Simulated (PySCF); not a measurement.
**C₄H₄F, doublet, SMILES `[CH]=C1CC1F`: what the electrons do**

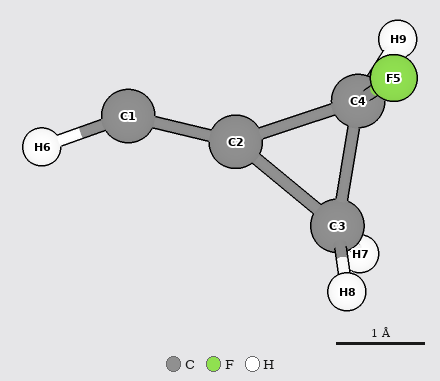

The molecule, with its atoms numbered as below. No frequency check shows the geometry to be a minimum.

Cartesian coordinates (Å):

```
C1      -1.8672    0.6606    0.0254
C2      -0.7986   -0.0043   -0.0570
C3       0.0504   -1.2380    0.1713
C4       0.6339   -0.0175   -0.4626
F5       1.5212    0.7210    0.2630
H6      -2.8802    0.6555    0.3318
H7      -0.1391   -2.1036   -0.4452
H8       0.3154   -1.4485    1.1969
H9       0.9017    0.0032   -1.5132
```

## 1. Bonding charge

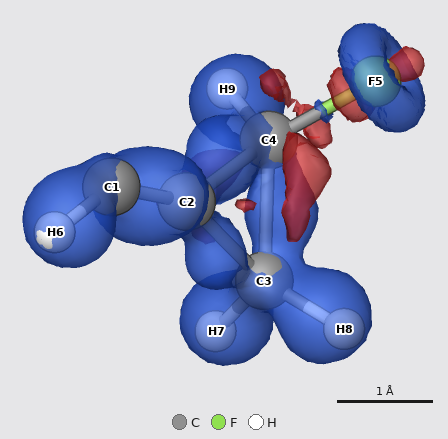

Deformation density (molecule less spherical, spin-averaged free atoms at the same positions), surfaces at ±0.14 e/Å³; blue: gain, red: loss.

PySCF calculation, B3LYP/def2-SVP, gas phase; geometry: GFN2-xTB. The stability of the open-shell solution wasn't checked. GFN2-xTB doesn't know the spin state, so this open-shell geometry is rough.

Question: How much density has each bond gained at its critical point, relative to the free atoms?

Answer: C4–H9: +0.77 e/Å³ at the bond critical point (bond length 1.08 Å, Mayer order 1.0). C1–C2: +0.74 e/Å³ at the bond critical point (bond length 1.26 Å, Mayer order 2.0). C1–H6: +0.73 e/Å³ at the bond critical point (bond length 1.06 Å, Mayer order 1.0). C3–H8: +0.70 e/Å³ at the bond critical point (bond length 1.08 Å, Mayer order 0.9). C3–H7: +0.70 e/Å³ at the bond critical point (bond length 1.08 Å, Mayer order 0.9). C3–C4: +0.41 e/Å³ at the bond critical point (bond length 1.49 Å, Mayer order 1.0). C2–C4: +0.38 e/Å³ at the bond critical point (bond length 1.49 Å, Mayer order 0.8). C2–C3: +0.27 e/Å³ at the bond critical point (bond length 1.51 Å, Mayer order 0.9). C4–F5: −0.03 e/Å³ at the bond critical point (bond length 1.36 Å, Mayer order 1.1); up to 0.6 Å beside the axis the gain reaches +0.20 e/Å³. In all, 2.0 electrons gather in the regions of gain relative to the promolecule. A small or negative value marks a very polar bond, one between electron-rich atoms, whose free-atom densities already overlap strongly, a long bond to a heavier atom, or a closed-shell contact such as a hydrogen bond.

Question: Where do the Hirshfeld charges lie?

Answer: The highest Hirshfeld charge is on H6 (+0.07 e), the lowest on F5 (−0.11 e).

```
atom  charge (e)
  C1       −0.08
  C2       −0.04
  C3       −0.07
  C4       +0.06
  F5       −0.11
  H6       +0.07
  H7       +0.06
  H8       +0.06
  H9       +0.05
```

## 2. Bond critical points

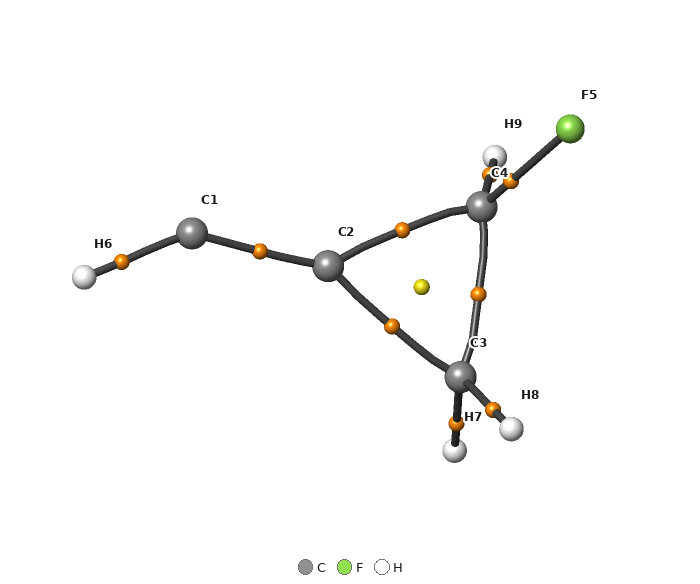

Molecular graph of the electron density (QTAIM): bond paths, bond critical points (orange), ring points (yellow, if any); weak paths are dashed.

Question: How many critical points of each kind are there, and does the count close?

Answer: 9 nuclei, 9 bond, 1 ring and 0 cage critical points: 9 − 9 + 1 − 0 = 1, as the Poincaré–Hopf relation requires.

Question: What does the calculation give at each kind of bond critical point?

Answer:
```
 bond  length (Å)  ρ (a.u.)  ∇²ρ (a.u.)     ε  H (a.u.)
C1–C2       1.261     0.370       −1.02  0.29    −0.449
C1–H6       1.058     0.289       −1.17  0.02    −0.332
C4–H9       1.084     0.288       −1.14  0.07    −0.318
C3–H7       1.080     0.281       −1.06  0.02    −0.307
C3–H8       1.080     0.280       −1.07  0.03    −0.307
C3–C4       1.494     0.252       −0.51  0.36    −0.209
C2–C4       1.489     0.248       −0.47  0.38    −0.205
C4–F5       1.363     0.247       +0.01  0.11    −0.342
C2–C3       1.515     0.227       −0.35  0.52    −0.178
```

Question: What kind of interaction is C2–C4?

Answer: Shared-shell (covalent): ρ = 0.248, ∇²ρ = −0.47, H = −0.205 a.u. Its ellipticity of 0.38 shows that the density isn't cylindrical about the bond.

## 3. Electrostatic potential

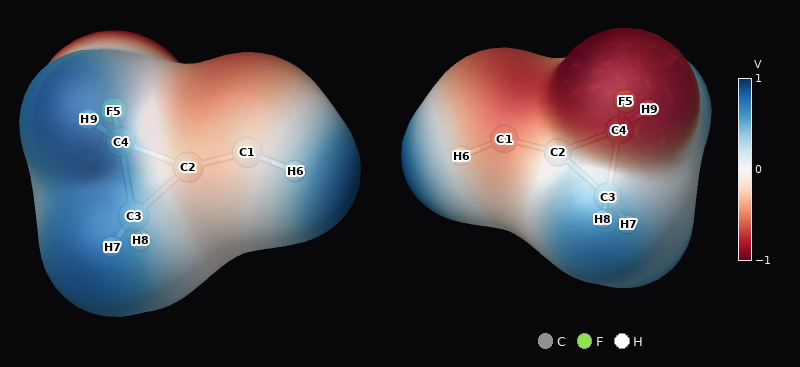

Electrostatic potential on the surface of electron density 0.001 a.u. (back view left, front view right).

Question: Where are the extremes of the potential on the surface?

Answer: Highest: 0.89 V, 1.3 Å from H6. Further maxima include 0.71 V, 1.3 Å from H8. Lowest: −0.98 V, 1.6 Å from F5. The surface is sampled at points, so like sites can differ by a few per cent and only the strongest of them is named.

## 4. Spin density

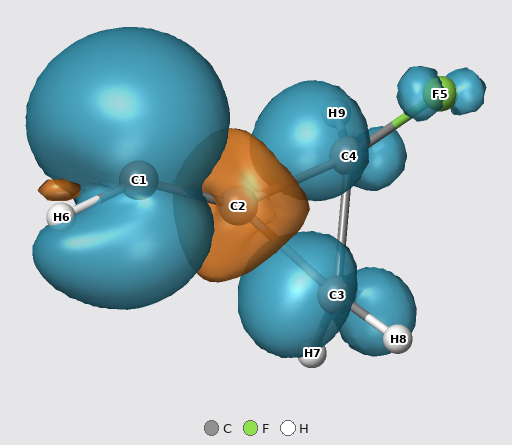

Spin density ρα − ρβ at ±0.02 e/Å³ (light blue: excess α, orange: excess β).

Question: Where is the unpaired spin?

Answer: Hirshfeld spin populations: C1 +0.71, C3 +0.10, C4 +0.07 and H6 +0.07. ⟨S²⟩ = 0.76, against 0.75 for a pure state. The picture also shows regions of β spin from spin polarisation; the Hirshfeld sums, whose atoms overlap, net them against the α spin of neighbours.

## 5. In an electric field

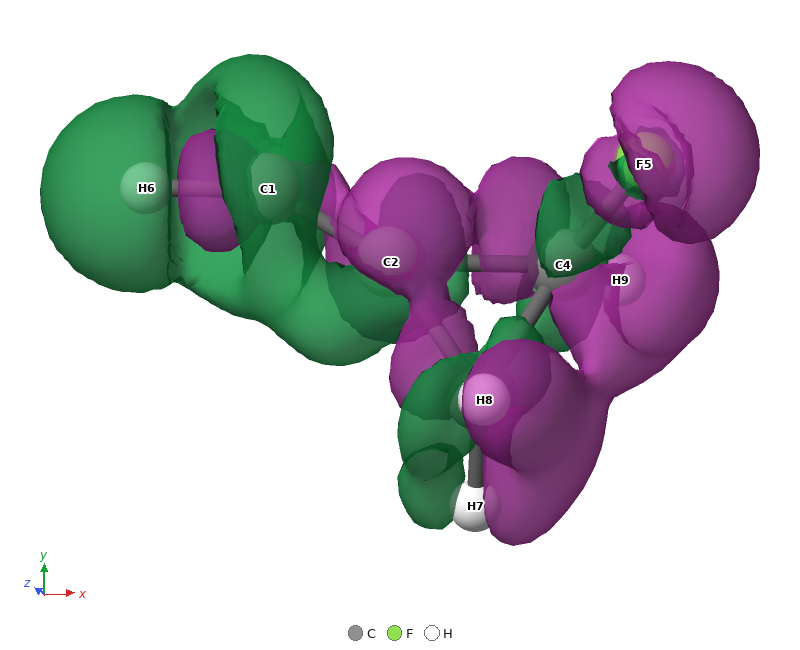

Change of the electron density in a uniform field of 0.10 V/Å, surfaces at ±0.0008 e/Å³ (green: gain, purple: loss).

PySCF calculation, M06-2X/def2-SVP, gas phase; geometry: GFN2-xTB. A basis without diffuse functions makes polarisabilities too small. The stability of the open-shell solution wasn't checked. GFN2-xTB doesn't know the spin state, so this open-shell geometry is rough.

Question: Along which Cartesian direction does the field point?

Answer: Along +x: electrons gather on the −x side, against the field.

Question: What dipole is induced, and what polarisability does it imply?

Answer: The induced dipole is 0.26 D (along the field); α along this axis, from the fields in both directions, is 51 bohr³ (7.5 Å³).

Question: Which atoms gain and lose the most charge?

Answer: Electrons gather most on C1 (Hirshfeld charge changes by −0.008 e) and leave F5 most (+0.004 e); 0.023 electrons are displaced in all.

## 6. Removing or adding an electron

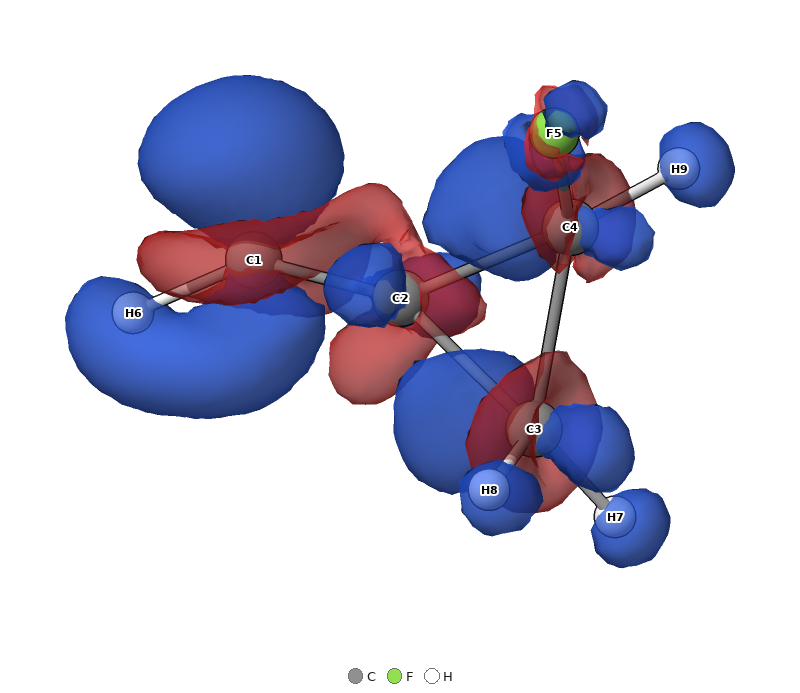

Fukui function f⁻ = ρ(N) − ρ(N−1) at fixed geometry, surfaces at ±0.05 e/Å³ (blue positive, red negative).

PySCF calculation, HF/def2-SVPD, gas phase; geometry: GFN2-xTB. GFN2-xTB doesn't know the spin state, so this open-shell geometry is rough.

Question: On which atoms does the density change most on removal of an electron?

Answer: f⁻ (Hirshfeld-condensed) is largest on C1 (0.34); the vertical ionisation energy is 8.33 eV (to the singlet cation, which needn't be its lowest state). Condensed values hint at sites of electrophilic attack but needn't mark the atom that reacts. Orbital relaxation makes it negative in places (0.32 e in all).

```tsv
atom	f⁻	charge
C1	+0.34	−0.06
C2	+0.10	−0.06
C3	+0.12	−0.07
C4	+0.09	+0.08
F5	+0.07	−0.16
H6	+0.11	+0.08
H7	+0.06	+0.06
H8	+0.06	+0.07
H9	+0.06	+0.07
```

The PySCF runs shown took 27 s, 110 s and 11 s on 1 thread of Arm Neoverse N1 (shared host).
